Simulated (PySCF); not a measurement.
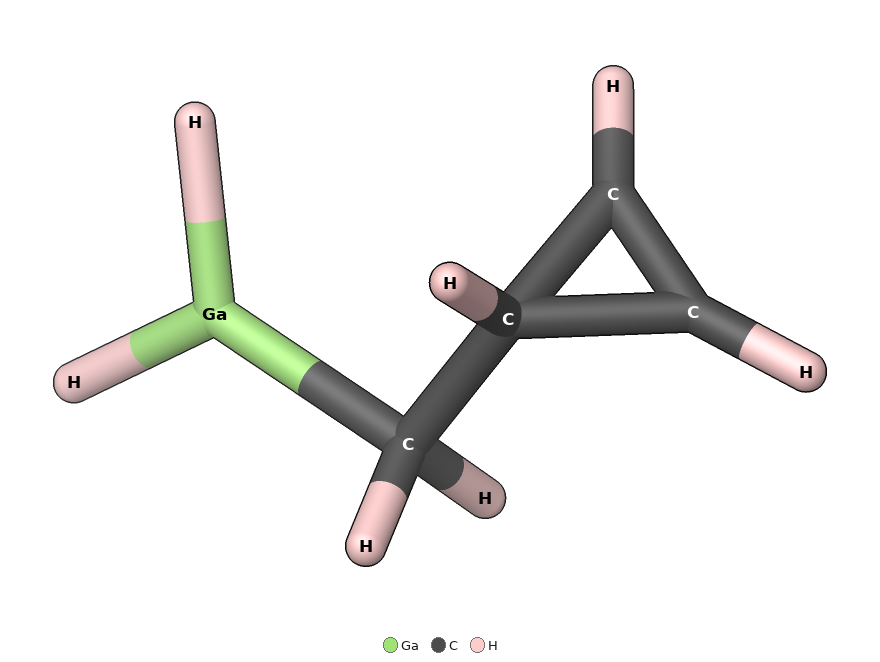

The geometry was computed by an optimisation with GFN2-xTB. No frequency run is at hand to confirm it as a minimum. Method: CAM-B3LYP/def2-SVPD, gas phase (PySCF 2.14.0). Excitations: vertical, linear response.

What does the calculation give?

The species is C4H7Ga (`[GaH2][CH2]C1C=C1`).
- dipole moment: 1.15 D
- HOMO energy (Kohn–Sham orbital): −8.26 eV
- LUMO energy (Kohn–Sham orbital): −0.59 eV
- HOMO–LUMO gap: 7.67 eV
- mean static polarisability: 75.4 bohr³
- lowest vertical singlet excitation: 4.36 eV
- its oscillator strength: 0.000
- brightest of the 8 lowest singlets: 7.11 eV
- its oscillator strength: 0.22

The geometry is semi-empirical. Around Ga such bond lengths and angles can be off by a tenth of an ångström or more and by several degrees, and values that hang on the shape move with them.
